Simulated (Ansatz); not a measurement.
**CH$_{3}$FGeO: single-point calculation**

- system: CH$_{3}$FGeO, SMILES F[CH]1[O][GeH2]1
- method: RKS wB97X-V/def2-TZVPP (Ansatz 0.2.0)

The geometry comes from this level: PBE0-D4/def2-TZVP.

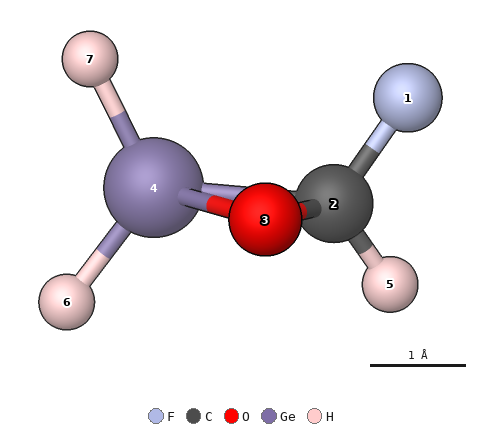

The input geometry (ball-and-stick view, seen on its broad side; atoms are numbered from 1 in the order of the input). Sticks mark near contacts. Bond lengths as drawn: C–F 1.36 Å, C–Ge 1.92 Å, C–H 1.09 Å, C–O 1.36 Å, Ge–H 1.52 to 1.53 Å and Ge–O 1.87 Å.

### Results in brief

| quantity | value |
| --- | --- |
| outcome | converged |
| total energy | −62362.0115 eV |
| SCF solution under orbital rotations | stable |
| HOMO | −9.50 eV |
| LUMO | 0.87 eV |
| hardware | 4 CPU threads, shared host |
| wall time | 4.6 s (CPU time 14 s) |
| peak memory | 0.51 GiB |

### Input
```yaml
crystal:
  periodic: [false, false, false]
  atoms:
    - {symbol: F, position_ang: [0.620305, -1.843452, 0.496797]}
    - {symbol: C, position_ang: [0.422607, -0.512674, 0.688923]}
    - {symbol: O, position_ang: [1.164116, 0.290247, -0.122090]}
    - {symbol: Ge, position_ang: [-0.637559, 0.477728, -0.574061]}
    - {symbol: H, position_ang: [0.452336, -0.300800, 1.759635]}
    - {symbol: H, position_ang: [-1.088245, 1.916435, -0.327219]}
    - {symbol: H, position_ang: [-0.872259, -0.095384, -1.967586]}
basis:
  gaussian: {orbitals: def2-TZVPP}
hamiltonian: {xc: {name: wB97X-V}}
output: {orbitals: {seedname: orbitals}}
```

### Log
```
Functional definition: wB97X-V
  name "wB97X-V"
  cite "Mardirossian & Head-Gordon, Phys. Chem. Chem. Phys. 16, 9904 (2014) doi:10.1039/C3CP54374A"
  cite "Becke, J. Chem. Phys. 107, 8554 (1997) doi:10.1063/1.475007"
  cite "Vydrov & Van Voorhis, J. Chem. Phys. 133, 244103 (2010) doi:10.1063/1.3521275"
  parameter omega = 0.3/bohr
  parameter cx = 0.167
  parameter cx1 = 0.603
  parameter cx2 = 1.194
  parameter css0 = 0.556
  parameter css1 = -0.257
  parameter cos0 = 1.219
  parameter cos1 = -1.850
  parameter b = 6.0
  parameter c = 0.01
  exchange = spin_sum(e_x_unif_sr(omega)*poly(b97_u_x, 1 - cx, cx1, cx2)) + cx*exact_x_sr(omega) + exact_x_lr(omega)
  correlation = spin_sum(e_c_pw_same_spin*poly(b97_u_same, css0, css1))
      + integral(e_c_pw_opposite_spin*poly(b97_u_opposite, cos0, cos1)) + vv10(b, c)
1053 factors; their error is unknown
216 factors; integrals over basis functions are off by at most 6.4e-6 eV
mean field evaluation 1: about -62357.1973 eV, gradient 5.2e1 eV
mean field evaluation 2: about -62353.3623 eV, gradient 7.3e1 eV
mean field evaluation 4: about -62361.8043 eV, gradient 3.9e0 eV
mean field evaluation 8: about -62361.8300 eV, gradient 6.1e-2 eV
mean field evaluation 16: about -62362.0115 eV, gradient 8.8e-5 eV
mean field -62362.01153102 eV, -2291.7616532753 hartree, gradient 4.0e-5 eV, S^2 0.000000; 0 other end points of the search recorded, 0 dependent functions left out
reference -62362.01152944 eV, -2291.7616532173 hartree; 29, 29 occupied and 154, 154 virtual orbitals, 1053 factors
Total energy: -62362.01152944 eV, -2291.7616532173 hartree
```

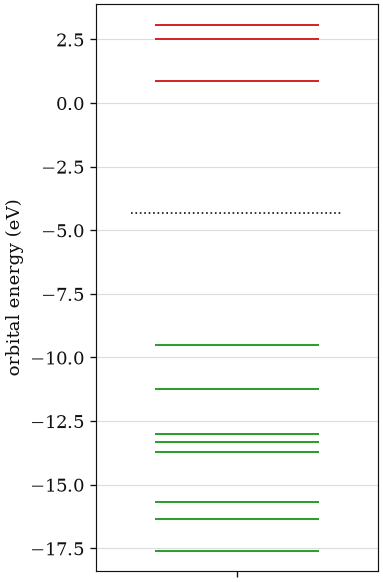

Orbital energies near the frontier; the dotted line parts filled from empty levels, and levels within 0.02 eV of each other stand side by side. Highest filled −9.50 eV, lowest empty 0.87 eV, 10.37 eV apart.
